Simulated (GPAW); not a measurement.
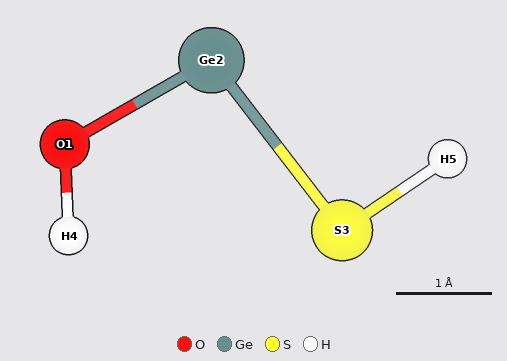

Fig. 1: The input geometry (ball-and-stick view, seen on its broad side; atoms are numbered from 1 in the order of the input). Sticks mark near contacts.

Property calculation, with input and output: GeH$_{2}$SO

The run: property calculation of GeH$_{2}$SO, SMILES [OH][Ge][SH]. Method and program: PBE/real-space grid, scalar-relativistic datasets (GPAW 26.7.0).

The geometry comes from this level: PBE0-D4/def2-TZVP.

### Input file (sp.py)
```python
import numpy as np
from ase.io import read
from ase.units import Debye
from gpaw import GPAW

# Set up the molecule
system = read('geh2os.sdf')
system.center(vacuum=4.5)

# DFT calculator
calculator = GPAW(mode='fd', h=0.18, xc='PBE', maxiter=150, txt='-')
system.calc = calculator

energy = system.get_potential_energy()
print(f'Energy                  {energy:.5f} eV')
forces = system.get_forces()
print('Forces (eV/Ang)')
for symbol, f in zip(system.symbols, forces):
    print(f'{symbol:2} {f[0]:9.4f} {f[1]:9.4f} {f[2]:9.4f}')
dipole = system.get_dipole_moment() / Debye
print(f'Dipole                  {np.linalg.norm(dipole):.3f} D')
homo, lumo = calculator.get_homo_lumo()
print(f'HOMO: {homo:.3f} eV')
print(f'LUMO = {lumo:.3f} eV')
print(f'Gap = {lumo - homo:.3f} eV')
```

### File geh2os.sdf
```

     RDKit          3D

  5  4  0  0  0  0  0  0  0  0999 V2000
   -1.3460   -1.0013    0.3998 O   0  0  0  0  0  0  0  0  0  0  0  0
   -0.8974    0.6289   -0.1642 Ge  0  0  0  0  0  3  0  0  0  0  0  0
    1.3433    0.3365   -0.2063 S   0  0  0  0  0  0  0  0  0  0  0  0
   -0.6325   -1.6252    0.5614 H   0  0  0  0  0  0  0  0  0  0  0  0
    1.5827    1.5874   -0.6321 H   0  0  0  0  0  0  0  0  0  0  0  0
  2  1  1  0
  3  2  2  0
  4  1  1  0
  5  3  1  0
M  CHG  2   2  -1   3   1
M  END
$$$$
```

Machine: 1 thread of Arm Neoverse V1, 24 GiB of memory available, shared host.

Launch command:
```bash
python sp.py > sp.log
```

### Log
```
__  _  _
 | _ |_)|_||  |
 |__||  | ||/\| - 26.7.0

units:  Angstrom and eV
cores:  1
OpenMP: False

Versions:
  Python: 3.12.14
  ASE:    3.29.0
  Numpy:  2.5.5
  Scipy:  1.18.1
  Libxc:  7.0.0

        _gpaw.cpython-312-aarch64-linux-gnu.so

Input parameters:
  mode=FD(),
  h=0.18,
  maxiter=150,
  xc=XC(name='PBE')

Diagonalizing LCAO Hamiltonian
Converting LCAO to fd mode
         .----------------------------.
        /|                            |
       / |                            |
      /  |                            |
     /   |                            |
    /    |                            |
   /     |                            |
  /      |                            |
 *       |                            |
 |       |                            |
 |       |       Ge    SH             |
 |       |     O H                    |
 |       |                            |
 |       .----------------------------.
 |      /                            /
 |     /                            /
 |    /                            /
 |   /                            /
 |  /                            /
 | /                            /
 |/                            /
 *----------------------------*

Atoms  # Å, Bohr magnetons
|   | symbol |        x |        y |        z |    initial magnetic moments |
|---|--------|----------|----------|----------|-----------------------------|
| 0 |      O | 4.500000 | 5.123900 | 5.531900 | ( 0.0000,  0.0000,  0.0000) |
| 1 |     Ge | 4.948600 | 6.754100 | 4.967900 | ( 0.0000,  0.0000,  0.0000) |
| 2 |      S | 7.189300 | 6.461700 | 4.925800 | ( 0.0000,  0.0000,  0.0000) |
| 3 |      H | 5.213500 | 4.500000 | 5.693500 | ( 0.0000,  0.0000,  0.0000) |
| 4 |      H | 7.428700 | 7.712600 | 4.500000 | ( 0.0000,  0.0000,  0.0000) |

Unit cell  # Å
| periodic |         x |         y |         z |   lengths |    angles |
|----------|-----------|-----------|-----------|-----------|-----------|
|       no | 11.928700 |  0.000000 |  0.000000 | 11.928700 | 90.000000 |
|       no |  0.000000 | 12.212600 |  0.000000 | 12.212600 | 90.000000 |
|       no |  0.000000 |  0.000000 | 10.193500 | 10.193500 | 90.000000 |

Number of symmetries: 1
Symmetry operations  # r_c * U_cc + t_c -> r_c
|   | kind |            matrix            |
|---|------|------------------------------|
| 0 |  E   |  1, 0, 0,  0, 1, 0,  0, 0, 1 |

BZ-sampling:
  Number of BZ points: 1
  Number of IBZ points: 1

  Monkhorst-Pack size: [1, 1, 1]
  Monkhorst-Pack shift: [0, 0, 0]

K-points  # in reciprocal-cell coordinates
|   |                                coordinates |     weight |
|---|--------------------------------------------|------------|
| 0 | (  0.00000000,   0.00000000,   0.00000000) | 1.00000000 |

Uniform wave function grid shape: (np.int64(67), np.int64(67), np.int64(55))
Spin-components: 1 (collinear spins)
Bands:           14
Projectors:      21
Spin-degeneracy: 2
Datatype:        float64

  Storage: CPU
  Wave functions: 27_652_240 bytes (27_652_240 per core)

Parallelization:
  kpt:    1
  domain: 1
  band:   1

Density:
  Valence electrons: 18.0
  Components: 1
  Grid points: [68 68 56]
  Charge: 0.0  # |e|

Potential:
  Grid points: [68 68 56]

species:
  O:
    name:    Oxygen
    Z:       8.0
    valence: 6
    core:    2
    charge:  0.0  # [|e|]
    file:    O.PBE.gz
    compensation charges:
      type: gauss
      rc: 0.21  # [Å]
      lmax: 2
    cutoffs:
      filter: 1.17  # [Å]
      core: 0.83  # [Å]
    projectors
    | kind |    occ | energy [eV] | rcut [Å] |
    |------|--------|-------------|----------|
    |   2s |  2.000 |     -23.961 |    0.688 |
    |   2p |  4.000 |      -9.029 |    0.598 |
    |    s |        |       3.251 |    0.688 |
    |    p |        |      18.182 |    0.598 |
    |    d |        |       0.000 |    0.619 |

    Using partial waves for O as LCAO basis

  Ge:
    name:    Germanium
    Z:       32.0
    valence: 4
    core:    28
    charge:  0.0  # [|e|]
    file:    Ge.PBE.gz
    compensation charges:
      type: gauss
      rc: 0.32  # [Å]
      lmax: 2
    cutoffs:
      filter: 1.77  # [Å]
      core: 3.42  # [Å]
    projectors
    | kind |    occ | energy [eV] | rcut [Å] |
    |------|--------|-------------|----------|
    |   4s |  2.000 |     -11.726 |    1.005 |
    |   4p |  2.000 |      -3.896 |    1.005 |
    |    s |        |      15.485 |    1.005 |
    |    p |        |      23.315 |    1.005 |
    |    d |        |       0.000 |    1.005 |

    Using partial waves for Ge as LCAO basis

  S:
    name:    Sulfur
    Z:       16.0
    valence: 6
    core:    10
    charge:  0.0  # [|e|]
    file:    S.PBE.gz
    compensation charges:
      type: gauss
      rc: 0.24  # [Å]
      lmax: 2
    cutoffs:
      filter: 1.77  # [Å]
      core: 1.66  # [Å]
    projectors
    | kind |    occ | energy [eV] | rcut [Å] |
    |------|--------|-------------|----------|
    |   3s |  2.000 |     -17.254 |    0.974 |
    |   3p |  4.000 |      -7.008 |    0.979 |
    |    s |        |       9.957 |    0.974 |
    |    p |        |      20.203 |    0.979 |
    |    d |        |       0.000 |    0.900 |

    Using partial waves for S as LCAO basis

  H:
    name:    Hydrogen
    Z:       1.0
    valence: 1
    core:    0
    charge:  0.0  # [|e|]
    file:    H.PBE.gz
    compensation charges:
      type: gauss
      rc: 0.15  # [Å]
      lmax: 2
    cutoffs:
      filter: 0.85  # [Å]
      core: 0.53  # [Å]
    projectors
    | kind |    occ | energy [eV] | rcut [Å] |
    |------|--------|-------------|----------|
    |   1s |  1.000 |      -6.494 |    0.476 |
    |    s |        |      20.717 |    0.476 |
    |    p |        |       0.000 |    0.476 |

    Using partial waves for H as LCAO basis

Reference energy: -70021.090376  # eV

eigensolver:
  PPCG
  Converge bands: occupied
  niter=2

density mixing:
  MSR1-Mixer
  Pratt-step length: 0.05
  Maximum mixing coefficient: 0.75
  Old densities: 10
  SVD Regularization: 0.005
  Good broyden scale: 1.0
  Trust region scale: 1.0
  Backstep threshold: 4.0
  History deletion threshold: 6.0
  Fourier metric: weight=20.0, sigma=0.015

occupation numbers:
  # Zero width

FastPoissonSolver using
    Stencil: 6*3+1=19 point O(h^6) finite-difference Laplacian
    FFT axes: []
    FST axes: [np.int64(2), np.int64(0), np.int64(1)]

xc functional:
  name: PBE with 2 nearest neighbor stencil
interpolation: tri-quintic # 5. degree polynomial

Initialization done in: 1.888 s

convergence criteria:
- Maximum [total energy] change in last 3 cyles: 0.0005 eV / valence electron
- Maximum integral of absolute [dens]ity change: 0.0001 electrons / valence electron
- Maximum integral of absolute [eigenst]ate change: 4e-08 eV^2 / valence electron
maximum number of iterations: 150

SCF iterations
|iter     |     time |      energy | eigst |  dens |
|---------|----------|-------------|-------|-------|
|iter:   1| 00:00:03 |  -25.209434 | +0.93 |       |
|iter:   2| 00:00:04 |  -24.645831 | -0.10 | -0.74 |
|iter:   3| 00:00:05 |  -22.928423 | +0.26 | -0.79 |
|iter:   4| 00:00:07 |  -22.896203 | -0.35 | -1.25 |
|iter:   5| 00:00:08 |  -22.884043 | -1.33 | -1.52 |
|iter:   6| 00:00:09 |  -22.882364 | -1.98 | -2.08 |
|iter:   7| 00:00:10 |  -22.882359c| -3.00 | -2.63 |
|iter:   8| 00:00:12 |  -22.882375c| -3.75 | -3.05 |
|iter:   9| 00:00:13 |  -22.882376c| -4.64 | -3.67 |
|iter:  10| 00:00:14 |  -22.882376c| -5.42 | -4.17c|
|iter:  11| 00:00:16 |  -22.882376c| -6.23 | -4.69c|
|iter:  12| 00:00:17 |  -22.882376c| -6.89 | -5.16c|
|iter:  13| 00:00:18 |  -22.882376c| -7.55c| -5.66c|

Converged in 13 steps
SCF loop duration: 15.980 s (1.229 s/step)
Energy contributions relative to reference atoms: (reference = -70021.090376)

Energy contributions:
  Kinetic:          34.423250
  Coulomb:         -37.024305
  Zero:              0.641864
  External:          0.000000
  Xc:              -20.923184
  Entropy:           0.000000
  Spinorbit:         0.000000
  ----------------------------
  Free energy:     -22.882376
  Extrapolated:    -22.882376

dipole moment: (0.071797, 0.157237, -0.056701)  # |e|*Ang

Fermi level: -4.606
Eigenvalues  # (at kpt = [0.000, 0.000, 0.000])
| band index |      eig [eV] | occ [0-2] |
|------------|---------------|-----------|
|          0 |       -24.826 |     2.000 |
|          1 |       -18.214 |     2.000 |
|          2 |       -13.669 |     2.000 |
|          3 |       -11.098 |     2.000 |
|          4 |        -9.651 |     2.000 |
|          5 |        -8.233 |     2.000 |
|          6 |        -8.107 |     2.000 |
|          7 |        -6.614 |     2.000 |
|          8 |        -6.417 |     2.000 |
|          9 |        -2.796 |     0.000 |
|         10 |        -1.204 |     0.000 |
|         11 |        -0.719 |     0.000 |
|         12 |        -0.394 |     0.000 |
|         13 |         0.641 |     0.000 |

Gap: 3.621 eV
Transition (v -> c):
  (s=0, k=0, n=8, [0.00, 0.00, 0.00]) -> (s=0, k=0, n=9, [0.00, 0.00, 0.00])
No difference between direct/indirect transitions
vacuum-level: 0.000  # V
Energy                  -22.88238 eV

Forces  # eV/Ang
|        x |        y |        z |
|----------|----------|----------|
| -0.74221 | -0.47975 |  0.22962 |  # O    0
| -0.07693 |  0.88404 | -0.29162 |  # Ge   1
|  0.30512 | -0.30989 |  0.13211 |  # S    2
|  0.44731 | -0.38356 |  0.09679 |  # H    3
|  0.03965 |  0.26503 | -0.08865 |  # H    4

Force computation time: 0.083  # s
Forces (eV/Ang)
O    -0.7422   -0.4798    0.2296
Ge   -0.0769    0.8840   -0.2916
S     0.3051   -0.3099    0.1321
H     0.4473   -0.3836    0.0968
H     0.0397    0.2650   -0.0886
Dipole                  0.874 D
HOMO: -6.417 eV
LUMO = -2.796 eV
Gap = 3.621 eV
```

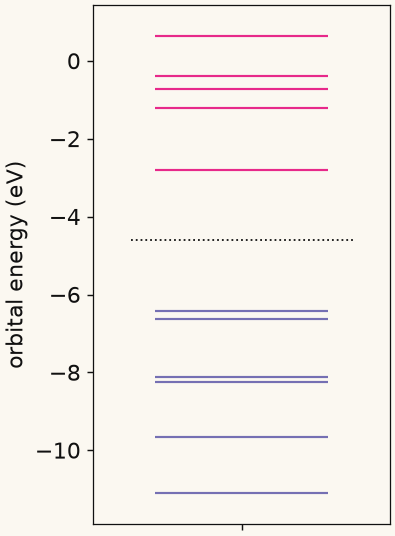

Fig. 2: Orbital energies near the frontier; the dotted line parts filled from empty levels, and levels within 0.02 eV of each other stand side by side. Highest filled −6.42 eV, lowest empty −2.80 eV, 3.62 eV apart.

### Summary

| quantity | value |
| --- | --- |
| outcome | converged |
| energy relative to the program's reference atoms | −22.8824 eV |
| largest force | 0.934 eV/Å |
| HOMO | −6.42 eV |
| LUMO | −2.80 eV |
| dipole moment | 0.87 D |
| wall time | 19 s |
| peak memory | 0.64 GiB |
